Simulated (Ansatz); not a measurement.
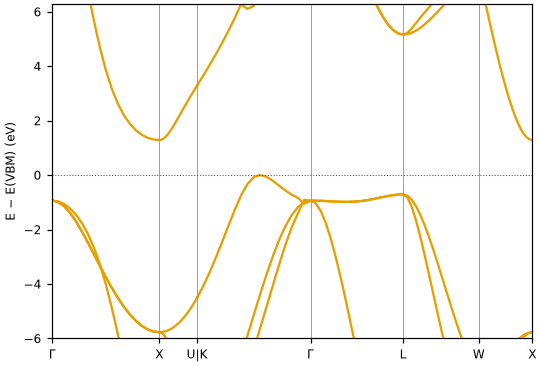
*Band structure from plane-wave PAW PBEsol (Ansatz code)*

Read off the gap and where the band edges lie.

About 1.3 eV (1.28 eV by a search for the band edges); maximum on the K–Γ line, 56 % of the way from K, minimum at X.

Which of these materials gives this?
(A) MgS, rock salt
(B) Ge3N4, Fd-3m (Ge on 16c, Ge on 8b, N on 32e)
(C) BN, rock salt
(D) MgTePb2O6, Fm-3m (Mg on 4a, Te on 4b, Pb on 8c, O on 24e)

C, BN, rock salt

The start of the workflow was typed in or built on a structure type; neither database checked (COD, Materials Project) lists it. It is not the phase usual at ambient conditions (space group No. 186, 194, 216). Symmetry was held in the PBEsol relaxation. At this level the phase is dynamically unstable (imaginary phonons). Its formation energy is positive at this level, so the cell may be metastable or incomplete.

Potentials: the later of the program's two PAW sets.
